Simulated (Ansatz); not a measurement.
AlCuOS (SMILES [S-][Al+][O][Cu])

Input

```
crystal:
  periodic: [false, false, false]
  atoms:
    - {symbol: Al, position_ang: [0.218570, 0.004932, -0.706650]}
    - {symbol: Cu, position_ang: [-0.340513, -0.007577, 2.440533]}
    - {symbol: O, position_ang: [0.612790, 0.012815, 0.913249]}
    - {symbol: S, position_ang: [-0.290958, -0.005198, -2.657447]}
basis:
  gaussian:
    orbitals: def2-TZVPD
output: {forces: true, orbitals: {seedname: orbitals}}
magnetization:
  spin_polarized: false
  initial_magnetization: 0
hamiltonian:
  xc: {name: PBE0}
```

Command:

```sh
ansatz run input.yaml --threads 1 --pin off --max-ram 2610MiB --events-out events.jsonl --progress --plain --runs-dir runs
```

Geometry: PBE0-D3(BJ)/pcseg-1.

The calculation used Ansatz, isolated molecule in a Gaussian basis; Kohn-Sham density functional theory, functional PBE0.

### Predict the electron density and electron localisation function between the atoms.

Al–O (1.67 Å): ρ is about 0.96 e/Å³ halfway; the ELF peaks at about 0.85 in the valence shell of O, 0.6 Å from its nucleus, and is about 0.30 at the midpoint.
Cu–O (1.80 Å): ρ at the midpoint is about 0.83 e/Å³; the ELF peaks at about 0.85 in the valence shell of O, 0.5 Å from its nucleus, and is about 0.20 at the midpoint.
Al–S (2.02 Å): ρ at the midpoint is about 0.79 e/Å³; the ELF peaks at about 0.80 in the valence shell of S, 0.9 Å from its nucleus, and is about 0.70 at the midpoint.

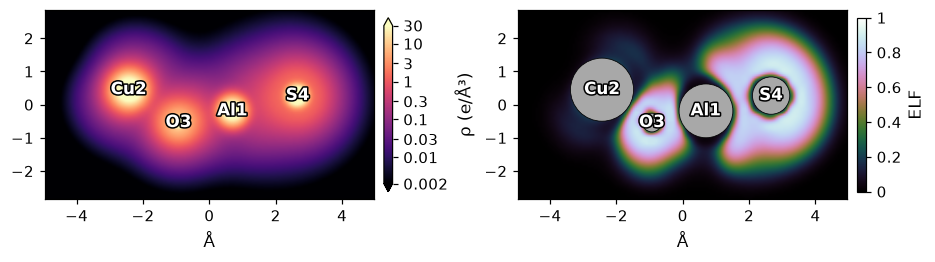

Computed electron density and electron localisation function on the molecular plane, in this order. Grey discs cover the atomic cores in the ELF map. 
